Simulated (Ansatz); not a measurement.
## Electronic structure of Cl₂F₂Ge···H₂ in real space

Input

```
crystal:
  periodic: [false, false, false]
  atoms:
    - { symbol: Ge, position_ang: [-0.021269, -0.213252, 0.046828] }
    - { symbol: Cl, position_ang: [-0.112572, -0.365397, 2.223703] }
    - { symbol: Cl, position_ang: [1.930987, -0.341968, -0.740645] }
    - { symbol: F, position_ang: [-0.807629, 1.205132, -0.493254] }
    - { symbol: F, position_ang: [-0.949882, -1.500817, -0.595733] }
    - { symbol: H, position_ang: [1.207972, 2.107174, 0.883918] }
    - { symbol: H, position_ang: [1.060893, 1.820027, 1.523683] }
basis:
  gaussian: { orbitals: def2-SVP }
hamiltonian:
  xc: r2scan
  dispersion: d4
relax:
  f_tol: 0.03
  max_steps: 50
output:
  orbitals: {}
```

Launched as:

```sh
ansatz run input.yaml --threads 4 --pin off --max-ram 5120MiB --backend cpu --events-out ev --progress --plain --runs-dir out
```

The fields are those of the run's last geometry, not of the input's.

These are results of RKS r2SCAN-D4/def2-SVP in Ansatz, not measurements.

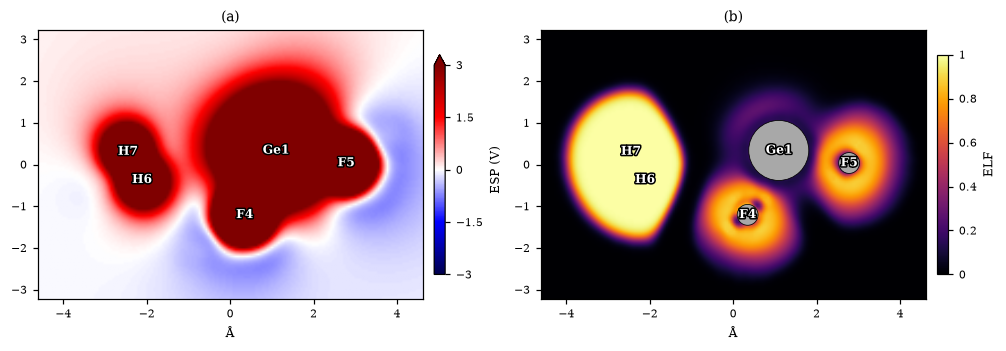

Figure 1. (a) electrostatic potential; (b) electron localisation function on the plane of atoms F4, Ge1 and F5. Grey discs cover the atomic cores in the ELF map.

What does the map show?

Answer.
- The plane passes through Ge, F and H nuclei.
- Ge1···H6 (3.29 Å): the ELF dips to about 0 between them: a weak contact between the two molecules.
- Ge–F (1.71 Å): the ELF peaks at about 0.80 in the valence shell of F, 0.5 Å from its nucleus, and is about 0.25 at the midpoint.
- H–H (0.76 Å): the ELF peaks at about 1 between the atoms.
- The ELF also peaks beside F4 and F5, away from the bonds: lone-pair regions.
- Outside the dense part of the complex the potential is most negative (−0.7 V) near F5.

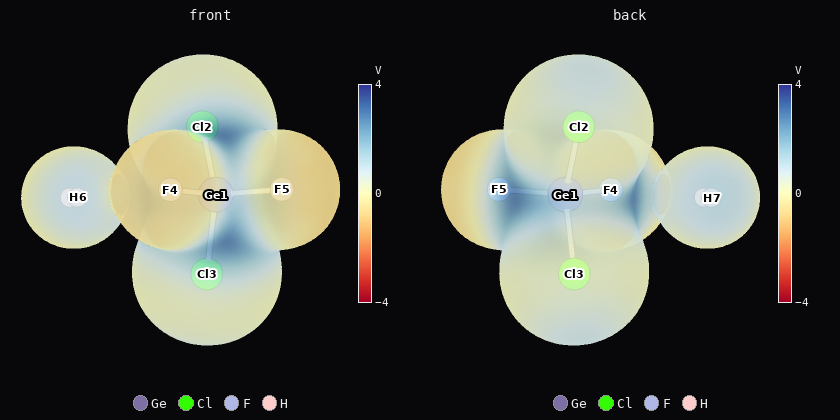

Figure 2. The electrostatic potential painted on the density surface at 0.004 e/bohr³, seen from the front and from behind; red is negative and blue positive.

Which sites attract a positive test charge, and which a negative one?

Answer. A positive charge is drawn to the negative regions and a negative charge to the positive ones. The most negative region (about −0.7 V) lies over F4 and F5, the most positive (about +2.9 V) over Ge1. Cl2 shows a σ-hole: about +0.9 V at the tip opposite its bond, against about +0.2 V on its flanks. Cl3 shows a σ-hole: about +0.9 V at the tip opposite its bond, against about +0.2 V on its flanks.

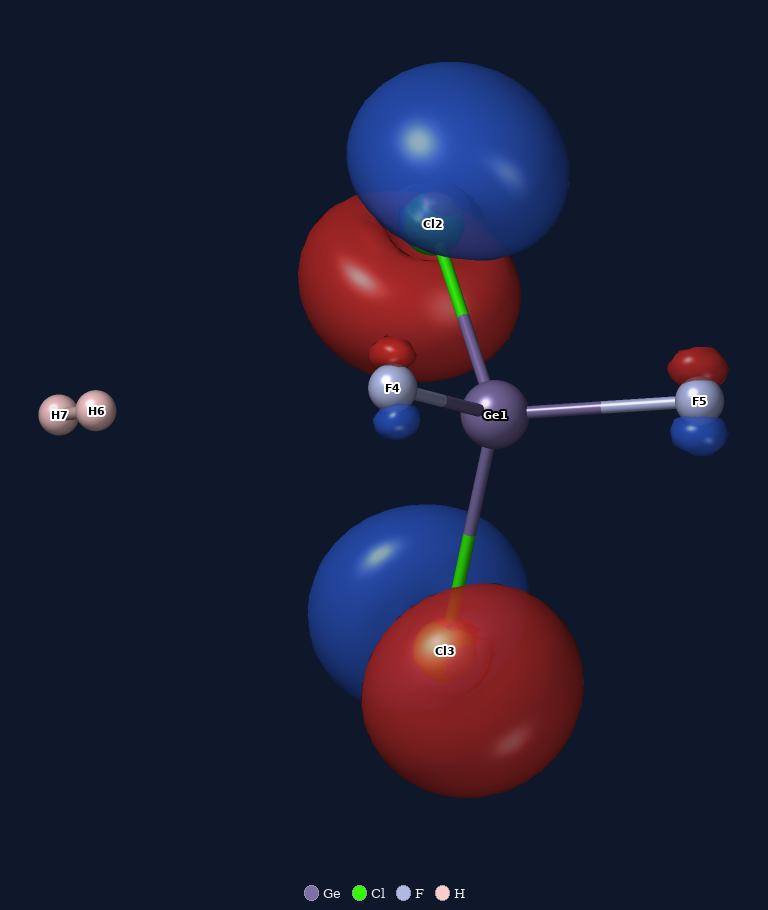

Figure 3. One frontier orbital at ±0.15 Å⁻³ᐟ² (blue and red are the two phases), seen at an oblique angle.

Which orbital is it: HOMO or LUMO?

Answer. The HOMO, at −8.95 eV. Its weight (Hirshfeld) is mainly on Cl3 (about 45 %) and Cl2 (about 45 %); largely a combination of lone pairs on Cl3 and Cl2.
